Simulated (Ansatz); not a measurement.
H5NOSi···H2···NH3

The calculation's input:

```
crystal:
  periodic: [false, false, false]
  atoms:
    - {symbol: Si, position_ang: [-0.312114, 0.759229, -0.683994]}
    - {symbol: H, position_ang: [-0.563123, -3.211767, -0.507551]}
    - {symbol: H, position_ang: [0.617188, -0.201930, -1.326647]}
    - {symbol: H, position_ang: [-1.470763, 0.093125, -0.049653]}
    - {symbol: N, position_ang: [-0.740589, 1.846227, -1.935692]}
    - {symbol: H, position_ang: [0.833108, -0.215097, 1.850701]}
    - {symbol: O, position_ang: [0.394685, 1.569943, 0.578356]}
    - {symbol: H, position_ang: [-0.270130, -2.722433, -0.019879]}
    - {symbol: N, position_ang: [0.733407, -1.224582, 1.857800]}
    - {symbol: H, position_ang: [-0.470323, 1.666247, -2.887101]}
    - {symbol: H, position_ang: [-1.525013, 2.473378, -1.877488]}
    - {symbol: H, position_ang: [1.010409, 2.256859, 0.315435]}
    - {symbol: H, position_ang: [1.641770, -1.623938, 2.058190]}
    - {symbol: H, position_ang: [0.121589, -1.465361, 2.627525]}
basis:
  gaussian: {orbitals: def2-TZVPP}
hamiltonian: {xc: pbe0, dispersion: d4}
output: {orbitals: {seedname: orbitals}}
```

Run with:

```sh
ansatz run in.yaml --threads 8 --pin off --events-out ev --progress --plain --max-ram 19148MiB
```

The product side of a reaction path; geometry: PBE0-D4/def2-TZVP; a saddle point, not a minimum.

Computed with RKS PBE0-D4/def2-TZVPP (Ansatz 0.2.0).

Question: What will maps of the electron density and electron localisation function show?

Answer: O7···H6 (2.24 Å): the density falls to about 0.09 e/Å³ on the way; the ELF dips to about 0.05 between them; a closed-shell contact with the geometry of a hydrogen bond.
Si–O (1.66 Å): ρ at the midpoint is about 1.2 e/Å³; the ELF peaks at about 0.90 between the atoms; a polar covalent bond.
Si–N (1.71 Å): ρ at the midpoint is about 1.1 e/Å³; the ELF peaks at about 0.90 between the atoms: a shared but strongly polarised pair.
H–H (0.75 Å): the density is about 1.8 e/Å³ at the midpoint; the ELF peaks at about 1 between the atoms.

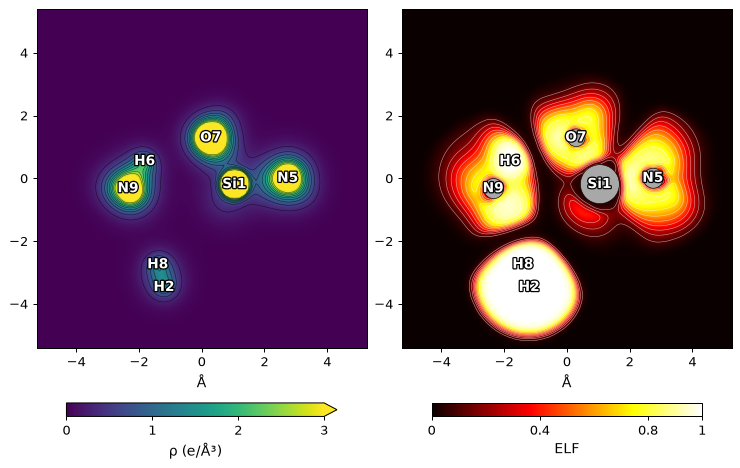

Computed electron density and electron localisation function on the plane of atoms N5, Si1 and O7, in this order. Grey discs cover the atomic cores in the ELF map. 
